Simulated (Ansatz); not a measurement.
**Run report: SiH4O3, geometry relaxation**

SiH4O3, computed with RKS PBE0-D4/def2-SVP (Ansatz 0.2.0).

It belongs to a series of runs on one base structure; here: start relaxed.

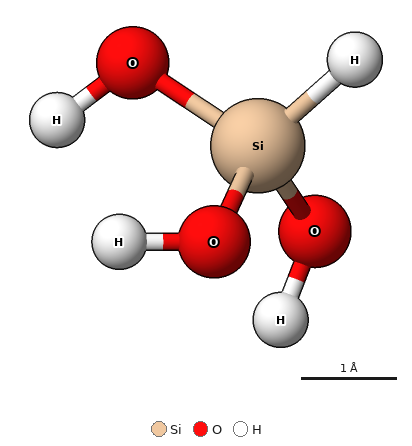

Fig. 1: The starting structure (ball-and-stick view, seen at a tilt). Bond lengths as drawn: H–O 1.01 Å, H–Si 1.46 Å and O–Si 1.68 Å.

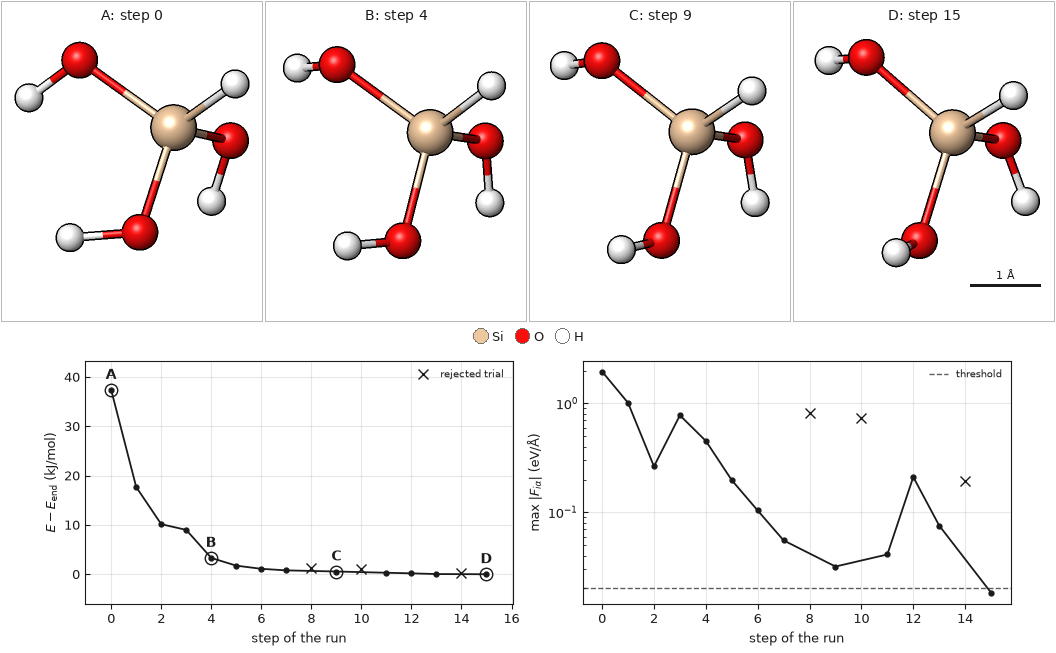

Fig. 2: Frames of the relaxation (ball-and-stick view, seen at a tilt) above the curves, on which the letters mark them (the first geometry is step 0 here and step 1 in the log).

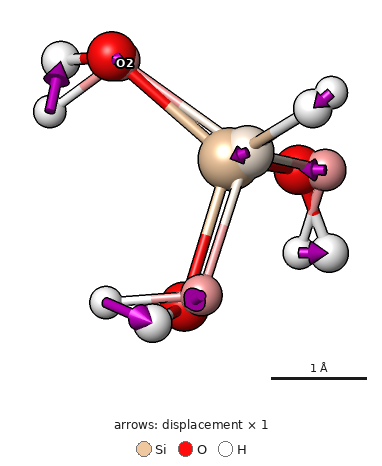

Fig. 3: Start (faint) and end (solid) with the displacements as pink arrows, at true length (ball-and-stick view, seen at a tilt). The two geometries are laid on each other by the best rigid fit. The largest move after the best rigid fit is that of H8, 0.84 Å. By element the largest moves are H 0.84 Å, O 0.37 Å, Si 0.22 Å. Among the contacts that change: O2–H3 1.010 → 0.963 Å, Si1–O2 1.680 → 1.649 Å, Si1–H4 1.460 → 1.481 Å, Si1–O7 1.679 → 1.659 Å. Among the angles that change: Si1–O7–H8 109.5° → 117.5°, Si1–O2–H3 109.5° → 116.0°, Si1–O5–H6 109.5° → 115.2°. The energy falls by 37.4 kJ/mol in 15 geometry steps. The largest force component goes from 2 to 0.018 eV/Å. The line search rejected the trial steps at points 8, 10, 14 (counted from 0) and went back. (Atoms are counted from 1 in the order of the input.)

These pictures come from the run below.

Input file:
```yaml
crystal:
  periodic: [false, false, false]
  atoms:
    - { symbol: Si, position_ang: [0.0, 0.0, 0.0] }
    - { symbol: O, position_ang: [0.0, 0.0, 1.68] }
    - { symbol: H, position_ang: [-0.9095, -0.2814, 2.0171] }
    - { symbol: H, position_ang: [1.3768, 0.0, -0.4862] }
    - { symbol: O, position_ang: [-0.7913, 1.3709, -0.5594] }
    - { symbol: H, position_ang: [-1.7491, 1.1401, -0.7818] }
    - { symbol: O, position_ang: [-0.7913, -1.3709, -0.5594] }
    - { symbol: H, position_ang: [-1.2459, -1.8365, 0.2129] }
basis:
  gaussian: { orbitals: def2-SVP }
hamiltonian:
  xc: pbe0
  dispersion: d4
relax:
  f_tol: 0.02
  max_steps: 40
```

Launched with:
```bash
ansatz run input.yaml --threads 1 --pin off --max-ram 2048MiB --backend cpu --events-out ev --progress --plain --runs-dir out
```

What the program printed:
```
The last accepted step is kept in [file] (removed where the run ends without a failure and the disk answers)
Engine: ansatz 0.2.0, aarch64-unknown-linux-gnu
Functional definition: PBE0
  parameter a = 0.25
  parameter kappa = 0.804
  parameter beta = 0.06672455060314922
  exchange = (1 - a)*pbe_x(kappa = kappa, mu = beta*pi^2/3) + a*exact_x
  correlation = pbe_c(beta = beta)
807 factors; integrals over basis functions are off by at most 5.5e-4 eV
mean field evaluation 1: about -14060.9614 eV, gradient 7.2e1 eV
mean field evaluation 2: about -14051.3164 eV, gradient 1.0e2 eV
mean field evaluation 4: about -14069.9116 eV, gradient 2.4e0 eV
mean field evaluation 8: about -14069.9204 eV, gradient 9.0e-3 eV
mean field -14069.92040471 eV, -517.0600379384 hartree, gradient 2.2e-5 eV, S^2 0.000000; 0 other end points of the search recorded, 0 dependent functions left out
the calculation of the forces begins
reference -14069.92042625 eV, -517.0600387300 hartree; 21, 21 occupied and 59, 59 virtual orbitals, 807 factors
relax step   1: F+E_penalty+E_count = -14070.02939660 eV  Δ(F+E_penalty+E_count) = +0.000e0 eV  max|allowed force component| = 1.965e0 eV/Å  Δτ_max = 0.0000 Å  (23 SCF iters, accepted)
these checks for a lower state are left out or cut short: starts, cluster_reference, orbital_swaps, neighbouring_geometries, increment
807 factors; integrals over basis functions are off by at most 5.7e-4 eV
mean field evaluation 16: about -14070.1261 eV, gradient 1.1e-1 eV
mean field -14070.12451659 eV, -517.0675389116 hartree, gradient 2.2e-5 eV, S^2 0.000000; 0 other end points of the search recorded, 0 dependent functions left out
[... from here on the field's lines of each further geometry are left out, up to the last ...]
relax step   2: F+E_penalty+E_count = -14070.23334688 eV  Δ(F+E_penalty+E_count) = -2.040e-1 eV  max|allowed force component| = 1.013e0 eV/Å  Δτ_max = 0.0937 Å  (26 SCF iters, accepted)
relax step   3: F+E_penalty+E_count = -14070.31141388 eV  Δ(F+E_penalty+E_count) = -7.807e-2 eV  max|allowed force component| = 2.644e-1 eV/Å  Δτ_max = 0.0810 Å  (26 SCF iters, accepted)
relax step   4: F+E_penalty+E_count = -14070.32344133 eV  Δ(F+E_penalty+E_count) = -1.203e-2 eV  max|allowed force component| = 7.786e-1 eV/Å  Δτ_max = 0.1747 Å  (28 SCF iters, accepted)
relax step   5: F+E_penalty+E_count = -14070.38238657 eV  Δ(F+E_penalty+E_count) = -5.895e-2 eV  max|allowed force component| = 4.532e-1 eV/Å  Δτ_max = 0.2000 Å  (25 SCF iters, accepted)
relax step   6: F+E_penalty+E_count = -14070.39858756 eV  Δ(F+E_penalty+E_count) = -1.620e-2 eV  max|allowed force component| = 1.975e-1 eV/Å  Δτ_max = 0.1410 Å  (26 SCF iters, accepted)
relax step   7: F+E_penalty+E_count = -14070.40522087 eV  Δ(F+E_penalty+E_count) = -6.633e-3 eV  max|allowed force component| = 1.040e-1 eV/Å  Δτ_max = 0.1003 Å  (26 SCF iters, accepted)
relax step   8: F+E_penalty+E_count = -14070.40851040 eV  Δ(F+E_penalty+E_count) = -3.290e-3 eV  max|allowed force component| = 5.526e-2 eV/Å  Δτ_max = 0.0557 Å  (22 SCF iters, accepted)
relax step   9: F+E_penalty+E_count = -14070.40249194 eV  Δ(F+E_penalty+E_count) = +6.018e-3 eV  max|allowed force component| = 8.200e-1 eV/Å  Δτ_max = 0.0682 Å  (23 SCF iters, rejected (line search))
relax step  10: F+E_penalty+E_count = -14070.41090565 eV  Δ(F+E_penalty+E_count) = -2.395e-3 eV  max|allowed force component| = 3.180e-2 eV/Å  Δτ_max = 0.0341 Å  (23 SCF iters, accepted)
relax step  11: F+E_penalty+E_count = -14070.40627560 eV  Δ(F+E_penalty+E_count) = +4.630e-3 eV  max|allowed force component| = 7.418e-1 eV/Å  Δτ_max = 0.0981 Å  (26 SCF iters, rejected (line search))
relax step  12: F+E_penalty+E_count = -14070.41349110 eV  Δ(F+E_penalty+E_count) = -2.585e-3 eV  max|allowed force component| = 4.103e-2 eV/Å  Δτ_max = 0.0491 Å  (23 SCF iters, accepted)
relax step  13: F+E_penalty+E_count = -14070.41474828 eV  Δ(F+E_penalty+E_count) = -1.257e-3 eV  max|allowed force component| = 2.111e-1 eV/Å  Δτ_max = 0.0491 Å  (23 SCF iters, accepted)
relax step  14: F+E_penalty+E_count = -14070.41623782 eV  Δ(F+E_penalty+E_count) = -1.490e-3 eV  max|allowed force component| = 7.561e-2 eV/Å  Δτ_max = 0.0750 Å  (24 SCF iters, accepted)
relax step  15: F+E_penalty+E_count = -14070.41441702 eV  Δ(F+E_penalty+E_count) = +1.821e-3 eV  max|allowed force component| = 1.954e-1 eV/Å  Δτ_max = 0.0386 Å  (23 SCF iters, rejected (line search))
the calculation of the forces begins
reference -14070.30765406 eV, -517.0742690897 hartree; 21, 21 occupied and 59, 59 virtual orbitals, 807 factors
relax step  16: F+E_penalty+E_count = -14070.41662614 eV  Δ(F+E_penalty+E_count) = -3.883e-4 eV  max|allowed force component| = 1.830e-2 eV/Å  Δτ_max = 0.0193 Å  (23 SCF iters, accepted)
807 factors; integrals over basis functions are off by at most 5.4e-4 eV
mean field -14070.30763256 eV, -517.0742682994 hartree, gradient 1.3e-5 eV, S^2 0.000000; 1 other end points of the search recorded, 0 dependent functions left out
the calculation of the forces begins
reference -14070.30765406 eV, -517.0742690897 hartree; 21, 21 occupied and 59, 59 virtual orbitals, 807 factors
Total energy: -14070.41664764 eV, -517.0782745299 hartree
Atom 0 at    -0.170192    -0.065061     0.123599 Å, force     0.018295     0.011980    -0.001789 eV/Å
Atom 1 at     0.027565    -0.054238     1.760280 Å, force    -0.006616     0.003244     0.010870 eV/Å
Atom 2 at    -0.721683     0.263789     2.274180 Å, force     0.003264    -0.006770    -0.008738 eV/Å
Atom 3 at     1.202946    -0.187940    -0.418023 Å, force     0.001809    -0.006994    -0.001268 eV/Å
Atom 4 at    -0.952426     1.318388    -0.325305 Å, force    -0.007170    -0.001298    -0.001690 eV/Å
Atom 5 at    -1.566257     1.221319    -1.059404 Å, force    -0.000614     0.001924     0.002478 eV/Å
Atom 6 at    -1.137768    -1.289148    -0.439791 Å, force    -0.012375    -0.010421    -0.003956 eV/Å
Atom 7 at    -0.792484    -2.184910    -0.392334 Å, force     0.003407     0.008334     0.004093 eV/Å
Dipole moment:    -0.224471    -0.252831    -0.105394 e Å
```

Trajectory as extended XYZ (Å, eV, eV/Å), 16 frames, from step=1 to step=16:
```
8
Properties=species:S:1:pos:R:3:forces:R:3 step=1 energy=-14070.02940
Si    0.0000    0.0000    0.0000   -0.4958   0.4044   0.1870
O     0.0000    0.0000    1.6800   -1.8963  -0.9220   0.0837
H    -0.9095   -0.2814    2.0171    1.9360   0.7586  -0.4325
H     1.3768    0.0000   -0.4862    0.2633   0.1283   0.0234
O    -0.7913    1.3709   -0.5594   -1.7638  -1.1832  -0.3976
H    -1.7491    1.1401   -0.7818    1.9646   0.6181   0.3582
O    -0.7913   -1.3709   -0.5594   -0.9606  -0.5575   1.9576
H    -1.2459   -1.8365    0.2129    0.9527   0.7533  -1.7797
8
Properties=species:S:1:pos:R:3:forces:R:3 step=2 energy=-14070.23335
Si   -0.0283   -0.0105    0.0093   -0.0335   0.2698   0.1034
O     0.0115   -0.0430    1.6839   -1.0135  -0.4063  -0.2016
H    -0.8839   -0.2005    2.0568    0.9317   0.3084  -0.1234
H     1.3611    0.0162   -0.4682    0.0834   0.0465   0.0535
O    -0.8057    1.3596   -0.5474   -0.5655  -0.7324  -0.0897
H    -1.7225    1.1521   -0.8116    0.5917   0.2942   0.0803
O    -0.8297   -1.3649   -0.5665   -0.3268  -0.0132   0.9008
H    -1.2127   -1.8869    0.1668    0.3324   0.2330  -0.7234
8
Properties=species:S:1:pos:R:3:forces:R:3 step=3 energy=-14070.31141
Si   -0.0400   -0.0160    0.0150    0.1112   0.0928   0.0570
O     0.0168   -0.0831    1.6783   -0.2644  -0.1371  -0.2267
H    -0.8542   -0.1336    2.0914    0.1830   0.1296   0.1104
H     1.3618    0.0267   -0.4411   -0.0334  -0.0025   0.0264
O    -0.8216    1.3383   -0.5397    0.1483  -0.2030   0.0995
H    -1.7152    1.1543   -0.8371   -0.1656   0.0600  -0.1236
O    -0.8656   -1.3429   -0.5690   -0.0285   0.2262   0.1178
H    -1.1922   -1.9215    0.1254    0.0493  -0.1659  -0.0609
8
Properties=species:S:1:pos:R:3:forces:R:3 step=4 energy=-14070.32344
Si   -0.0666    0.0038    0.0297   -0.2770  -0.3807  -0.1866
O    -0.0012   -0.1804    1.6558    0.1324   0.2699   0.7786
H    -0.7947   -0.0638    2.1886    0.0811   0.0479  -0.1223
H     1.3363   -0.0139   -0.4091    0.0767   0.1117  -0.0599
O    -0.8599    1.3298   -0.5173   -0.1050   0.5523  -0.1244
H    -1.7026    1.2051   -0.9727    0.2746  -0.1135   0.1814
O    -0.9759   -1.2551   -0.5288   -0.2749  -0.6275  -0.2593
H    -1.0457   -2.0033    0.0771    0.0920   0.1399  -0.2076
8
Properties=species:S:1:pos:R:3:forces:R:3 step=5 energy=-14070.38239
Si   -0.1180   -0.0474    0.0531    0.4225   0.2652  -0.0907
O    -0.0073   -0.1534    1.7055   -0.1837   0.0454  -0.0865
H    -0.7577    0.1243    2.2458    0.1238  -0.0333  -0.1896
H     1.3114   -0.0557   -0.4121   -0.4532  -0.0164   0.1433
O    -0.8739    1.3435   -0.4472    0.0426  -0.2385   0.0962
H    -1.6785    1.2160   -0.9614    0.0684  -0.0273   0.0471
O    -1.0022   -1.2987   -0.5910   -0.0150   0.0831   0.1350
H    -0.9842   -2.1063   -0.0696   -0.0053  -0.0780  -0.0548
8
Properties=species:S:1:pos:R:3:forces:R:3 step=6 energy=-14070.39859
Si   -0.1194   -0.0475    0.0702    0.1516  -0.1954  -0.1975
O    -0.0282   -0.1385    1.7131    0.0152   0.0375   0.1815
H    -0.7589    0.2364    2.2151    0.0218  -0.0167  -0.0409
H     1.2829   -0.1345   -0.4097   -0.0965   0.1194   0.0737
O    -0.8711    1.3432   -0.4094   -0.0043  -0.0623  -0.0008
H    -1.6838    1.2000   -0.9043    0.0015   0.0211  -0.0350
O    -1.0239   -1.2845   -0.5728   -0.1117   0.1636   0.0104
H    -0.9080   -2.1522   -0.1790    0.0223  -0.0672   0.0087
8
Properties=species:S:1:pos:R:3:forces:R:3 step=7 energy=-14070.40522
Si   -0.1174   -0.0429    0.0729   -0.0148   0.1040  -0.0010
O     0.0167   -0.0862    1.7186   -0.0100  -0.0348   0.0181
H    -0.7680    0.1373    2.2278   -0.0195   0.0188   0.0038
H     1.2847   -0.1096   -0.3883   -0.0157  -0.0544  -0.0515
O    -0.8594    1.3360   -0.4517   -0.0319   0.0071   0.0069
H    -1.6734    1.1857   -0.9431    0.0300   0.0124  -0.0013
O    -1.0861   -1.2562   -0.5204    0.0710   0.0034   0.0523
H    -0.9073   -2.1417   -0.1928   -0.0091  -0.0565  -0.0273
8
Properties=species:S:1:pos:R:3:forces:R:3 step=8 energy=-14070.40851
Si   -0.1197   -0.0483    0.0805   -0.0553   0.0139   0.0356
O     0.0033   -0.1102    1.7276    0.0459   0.0130  -0.0329
H    -0.7650    0.1925    2.2213   -0.0061   0.0044   0.0049
H     1.2707   -0.1166   -0.4141    0.0234  -0.0195   0.0228
O    -0.8780    1.3368   -0.4043    0.0004  -0.0114   0.0113
H    -1.6530    1.1928   -0.9557   -0.0090   0.0105  -0.0192
O    -1.0709   -1.2671   -0.5249   -0.0077  -0.0156   0.0025
H    -0.8977   -2.1578   -0.2073    0.0083   0.0048  -0.0250
8
Properties=species:S:1:pos:R:3:forces:R:3 step=9 energy=-14070.40249 accepted=F
Si   -0.1293   -0.0491    0.0914   -0.0661  -0.0457   0.0155
O     0.0119   -0.0990    1.7352   -0.2265   0.1452   0.1937
H    -0.7558    0.2199    2.2317    0.2442  -0.1085  -0.1456
H     1.2573   -0.1422   -0.4042    0.0629  -0.0149  -0.0260
O    -0.8865    1.3358   -0.3916   -0.2403   0.0012  -0.1610
H    -1.6471    1.1918   -0.9719    0.2296   0.0484   0.1585
O    -1.0979   -1.2586   -0.5046    0.1888  -0.8200   0.1823
H    -0.8629   -2.1764   -0.2629   -0.1927   0.7943  -0.2173
8
Properties=species:S:1:pos:R:3:forces:R:3 step=10 energy=-14070.41091
Si   -0.1315   -0.0484    0.0887    0.0028  -0.0063   0.0138
O     0.0114   -0.0991    1.7334    0.0110   0.0100  -0.0155
H    -0.7528    0.1972    2.2375   -0.0030   0.0020  -0.0039
H     1.2571   -0.1290   -0.4116    0.0189  -0.0107   0.0104
O    -0.8938    1.3362   -0.3895   -0.0270  -0.0063  -0.0008
H    -1.6362    1.1957   -0.9853    0.0057   0.0157  -0.0043
O    -1.0840   -1.2668   -0.5154   -0.0116  -0.0242   0.0318
H    -0.8804   -2.1637   -0.2345    0.0030   0.0198  -0.0315
8
Properties=species:S:1:pos:R:3:forces:R:3 step=11 energy=-14070.40628 accepted=F
Si   -0.1551   -0.0495    0.1097    0.0226  -0.0341   0.0254
O     0.0294   -0.0651    1.7492    0.0071  -0.0140  -0.0151
H    -0.7317    0.2114    2.2685   -0.0193   0.0119  -0.0011
H     1.2246   -0.1651   -0.4126    0.0114   0.0041  -0.0092
O    -0.9313    1.3327   -0.3499   -0.3818  -0.0367  -0.4022
H    -1.5926    1.2018   -1.0510    0.3617   0.0903   0.3866
O    -1.1253   -1.2638   -0.4747    0.2267  -0.7418   0.1572
H    -0.8283   -2.1802   -0.3161   -0.2283   0.7204  -0.1415
8
Properties=species:S:1:pos:R:3:forces:R:3 step=12 energy=-14070.41349
Si   -0.1418   -0.0507    0.0985   -0.0160   0.0027  -0.0064
O     0.0188   -0.0829    1.7413    0.0002   0.0073  -0.0154
H    -0.7454    0.2064    2.2498    0.0030   0.0011  -0.0093
H     1.2431   -0.1476   -0.4130    0.0044  -0.0052   0.0102
O    -0.9093    1.3339   -0.3738   -0.0194  -0.0228  -0.0009
H    -1.6190    1.2030   -1.0106    0.0219   0.0087   0.0099
O    -1.1030   -1.2685   -0.4940    0.0109  -0.0248   0.0410
H    -0.8537   -2.1714   -0.2750   -0.0050   0.0330  -0.0293
8
Properties=species:S:1:pos:R:3:forces:R:3 step=13 energy=-14070.41475
Si   -0.1518   -0.0537    0.1072   -0.0118  -0.0031   0.0048
O     0.0247   -0.0704    1.7477   -0.0088   0.0130   0.0007
H    -0.7374    0.2209    2.2586    0.0085  -0.0022  -0.0088
H     1.2300   -0.1640   -0.4129   -0.0076  -0.0042  -0.0031
O    -0.9247    1.3307   -0.3563   -0.1008  -0.0307  -0.0953
H    -1.6016    1.2093   -1.0330    0.1096   0.0205   0.1017
O    -1.1208   -1.2717   -0.4715    0.0752  -0.2045   0.0483
H    -0.8287   -2.1788   -0.3166   -0.0641   0.2111  -0.0484
8
Properties=species:S:1:pos:R:3:forces:R:3 step=14 energy=-14070.41624
Si   -0.1704   -0.0620    0.1204    0.0188   0.0203   0.0039
O     0.0269   -0.0513    1.7573   -0.0021  -0.0028   0.0091
H    -0.7284    0.2488    2.2731    0.0077   0.0008  -0.0119
H     1.1997   -0.1977   -0.4229    0.0298   0.0223   0.0062
O    -0.9467    1.3239   -0.3310   -0.0360  -0.0134  -0.0304
H    -1.5722    1.2289   -1.0565    0.0326   0.0000   0.0290
O    -1.1361   -1.2877   -0.4412   -0.0168  -0.0756   0.0067
H    -0.7830   -2.1806   -0.3761   -0.0340   0.0484  -0.0127
8
Properties=species:S:1:pos:R:3:forces:R:3 step=15 energy=-14070.41442 accepted=F
Si   -0.1686   -0.0652    0.1260   -0.0685   0.0059   0.0008
O     0.0335   -0.0565    1.7631    0.0046   0.0205  -0.0546
H    -0.7270    0.2578    2.2625   -0.0013  -0.0016   0.0366
H     1.1989   -0.1866   -0.4310    0.0016   0.0081   0.0135
O    -0.9742    1.3083   -0.3087    0.1932   0.0986   0.1954
H    -1.5437    1.2322   -1.0744   -0.1432  -0.0355  -0.1751
O    -1.1411   -1.2873   -0.4316    0.0358  -0.1061  -0.0072
H    -0.7882   -2.1805   -0.3826   -0.0222   0.0102  -0.0093
8
Properties=species:S:1:pos:R:3:forces:R:3 step=16 energy=-14070.41663
Si   -0.1702   -0.0651    0.1236    0.0183   0.0120  -0.0018
O     0.0276   -0.0542    1.7603   -0.0066   0.0032   0.0109
H    -0.7217    0.2638    2.2742    0.0033  -0.0068  -0.0087
H     1.2029   -0.1879   -0.4180    0.0018  -0.0070  -0.0013
O    -0.9524    1.3184   -0.3253   -0.0072  -0.0013  -0.0017
H    -1.5663    1.2213   -1.0594   -0.0006   0.0019   0.0025
O    -1.1378   -1.2891   -0.4398   -0.0124  -0.0104  -0.0040
H    -0.7925   -2.1849   -0.3923    0.0034   0.0083   0.0041
```

Results in brief:

- outcome: converged
- total energy: −14070.4166 eV
- mean-field energy: −14070.3077 eV
- largest force (length of the vector) at the end: 0.022 eV/Å
- hardware: 1 thread of Arm Neoverse V1, 24 GiB of memory available, shared host
- wall time: 47 s
- peak memory: 0.15 GiB
